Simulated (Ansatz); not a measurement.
**HF/STO-3G run of C2H7InO (SMILES [CH3][In]([CH3])[OH])**

Aim: the vertical ionisation energy of C2H7InO at HF/STO-3G, from 2 runs. 

The calculation is run with Ansatz 0.2.0.

30 further runs of the same task are left out: 30 set aside as unsound or not needed.

### Step 1. The system as given

The species is C2H7InO (11 atoms), meant as a singlet with charge 0. SMILES: `[CH3][In]([CH3])[OH]`. Geometry: relaxed at PBE0-D4/def2-TZVP.

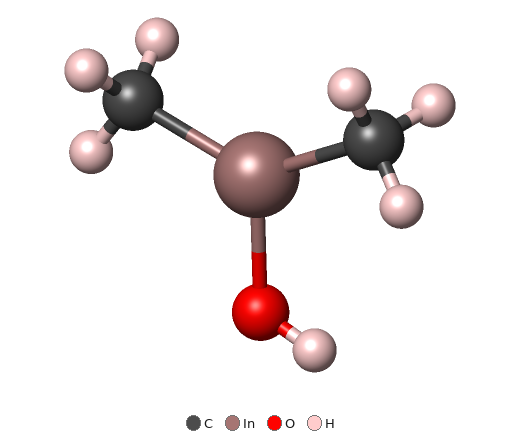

Viewed from a chosen angle; carbon dark grey, indium brown, oxygen red, hydrogen pink.

### Step 2. A single-point energy at HF/STO-3G

File molecule.yaml:

```yaml
crystal:
  periodic: [false, false, false]
  atoms:
    - {symbol: C, position_ang: [-1.237900, 1.174600, -1.040300]}
    - {symbol: In, position_ang: [0.014400, -0.256200, -0.041000]}
    - {symbol: C, position_ang: [1.531800, -0.211200, 1.463900]}
    - {symbol: O, position_ang: [-0.279600, -2.154900, -0.620200]}
    - {symbol: H, position_ang: [-1.551200, 0.785300, -2.009500]}
    - {symbol: H, position_ang: [-0.715300, 2.120700, -1.184200]}
    - {symbol: H, position_ang: [-2.128400, 1.363200, -0.437100]}
    - {symbol: H, position_ang: [1.929400, -1.218000, 1.588800]}
    - {symbol: H, position_ang: [1.117400, 0.131700, 2.413400]}
    - {symbol: H, position_ang: [2.339100, 0.465700, 1.180700]}
    - {symbol: H, position_ang: [-0.954500, -2.257800, -1.293900]}
basis:
  gaussian: {orbitals: STO-3G}
hamiltonian: {xc: hf}
accuracy: high
output: {orbitals: {seedname: orbitals}}
```

Launch:

```sh
$ ansatz run molecule.yaml --threads 1 --pin off --max-ram 2610MiB --events-out events.jsonl --progress --plain --runs-dir runs
```

The program printed:

```text
Warning: RAYON_NUM_THREADS=1 ignored (pool sized by the plan → 1); use --threads N
Functional definition: HF
  name "HF"
  exchange = exact_x
  correlation = 0
992 factors; integrals over basis functions are off by at most 4.7e-9 eV
mean field evaluation 1: about -158792.5874 eV, gradient 2.6e1 eV
mean field evaluation 2: about -158792.7292 eV, gradient 2.6e1 eV
mean field evaluation 4: about -158795.4763 eV, gradient 1.9e0 eV
mean field evaluation 8: about -158795.4946 eV, gradient 2.0e-3 eV
mean field -158795.49456980 eV, -5835.6267899881 hartree, gradient 8.5e-8 eV, S^2 0.000000; 0 other end points of the search recorded, 0 dependent functions left out
reference -158795.49456980 eV, -5835.6267899881 hartree; 38, 38 occupied and 11, 11 virtual orbitals, 992 factors
Total energy: -158795.49456980 eV, -5835.6267899881 hartree
```

Run time: 1 s. Hardware: 1 thread of Arm Neoverse V2, shared host; peak memory 0.12 GiB.

### Step 3. The doublet cation at the same level

Changes to molecule.yaml since step 2:

```diff
@@ -15,4 +15,10 @@
 basis:
-  gaussian: {orbitals: STO-3G}
-hamiltonian: {xc: hf}
+  gaussian:
+    orbitals: STO-3G
+total_charge: 1
+magnetization:
+  spin_polarized: true
+  initial_magnetization: 1
+hamiltonian:
+  xc: hf
 accuracy: high
```

Launch:

```sh
$ ansatz run molecule.yaml --threads 1 --pin off --max-ram 2610MiB --events-out events.jsonl --progress --plain --runs-dir runs
```

The program printed:

```text
Warning: RAYON_NUM_THREADS=1 ignored (pool sized by the plan → 1); use --threads N
[... 4 set-up lines as earlier in the session ...]
990 factors; integrals over basis functions are off by at most 4.7e-9 eV
mean field evaluation 1: about -158783.5405 eV, gradient 2.3e1 eV
mean field evaluation 2: about -158783.6599 eV, gradient 2.3e1 eV
mean field evaluation 4: about -158788.4671 eV, gradient 2.9e0 eV
mean field evaluation 8: about -158788.7202 eV, gradient 1.7e0 eV
mean field evaluation 16: about -158790.7841 eV, gradient 6.9e-1 eV
mean field evaluation 32: about -158790.6341 eV, gradient 4.3e-1 eV
mean field evaluation 64: about -158783.8495 eV, gradient 6.2e0 eV
mean field -158790.79615430 eV, -5835.4541264033 hartree, gradient 7.7e-8 eV, S^2 0.754432; 2 other end points of the search recorded, 0 dependent functions left out
reference -158790.79615430 eV, -5835.4541264033 hartree; 38, 37 occupied and 11, 12 virtual orbitals, 990 factors
Total energy: -158790.79615430 eV, -5835.4541264033 hartree
```

It took 3.6 s on 1 thread of Arm Neoverse V2, shared host; peak memory 0.18 GiB.

### Step 4. Outcome

Level: HF/STO-3G.

| quantity | value |
| --- | --- |
| singlet C2H7InO: total energy | -5835.62679 Eh |
| singlet C2H7InO: HOMO energy | -7.48 eV |
| singlet C2H7InO: LUMO energy | 6.48 eV |
| singlet C2H7InO: HOMO–LUMO gap | 13.97 eV |
| doublet cation: total energy | -5835.45413 Eh |
| doublet cation: HOMO energy (highest over α and β) | -13.38 eV |
| doublet cation: LUMO energy (lowest over α and β) | -2.44 eV |
| doublet cation: ⟨S²⟩ | 0.754 |
| vertical ionisation energy (to the doublet cation) | 4.698 eV |

**Reading.** The vertical ionisation energy comes to 4.70 eV (108 kcal/mol). The negative HOMO energy of the first species, 7.48 eV, lies 2.79 eV above that difference. In a minimal basis such a difference can be off by several eV, whatever the method. Relativity is left out (singlet C2H7InO) although the molecule holds a heavy atom. Relativity is left out (doublet cation) although the molecule holds a heavy atom.
